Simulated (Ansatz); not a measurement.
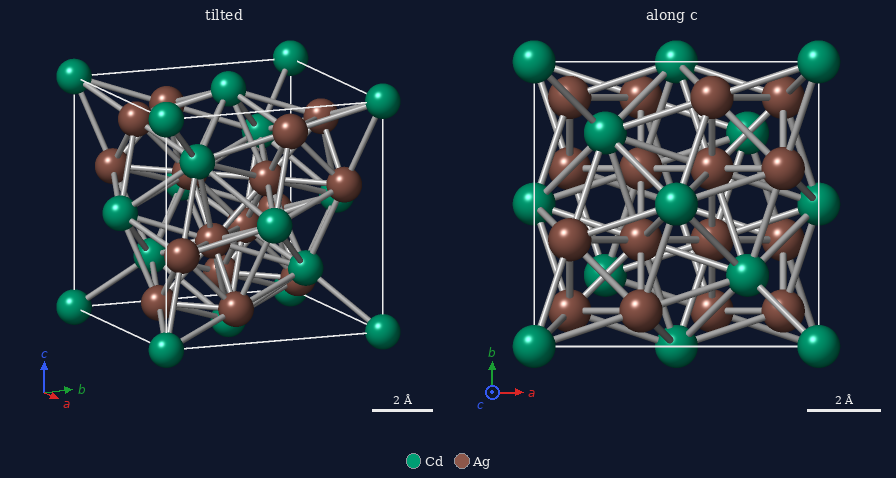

View slightly off an axis and along the c axis, drawn as a ball-and-stick model. Atoms at the boundary of the conventional unit cell (the box) are drawn once for each face, edge or corner they touch.

CdAg2, cubic Laves phase (C15, MgCu₂ type), space group Fd-3m (No. 227), a = 7.861 Å, b = 7.861 Å, c = 7.861 Å, α = 90.00°, β = 90.00°, γ = 90.00°. Origin of the cell: a structure type filled with these elements by a generator (whether the compound takes this form wasn't checked). Earlier steps of the study may have refined or changed the cell and positions. It went into a calculation with Ansatz.

This one geometry was computed with Ansatz (DFT, plane waves, PAW) at three levels of theory: r2SCAN, PBE and PBEsol.

**Which level gives the highest pressure at this volume, and what does that say about its equilibrium volume?**

Highest: PBE (0.0 GPa), which points to the largest equilibrium volume. Lowest, with the smallest volume: PBEsol (-5.2 GPa). Levels within 0.5 GPa of each other can't be told apart.

**How does the band gap change with the level of theory?**

All levels give a metal.

**Collect the results in a table.**

| level | cutoff (eV) | k-mesh of the run's cell | gap (eV) | pressure (GPa) |
| --- | --- | --- | --- | --- |
| r2SCAN | 500 | 8×8×8 | metal | -2.6 |
| PBE | 420 | 8×8×8 | metal | 0.0 |
| PBEsol | 420 | 8×8×8 | metal | -5.2 |

Gaps are taken on the k-mesh or band path of each run.
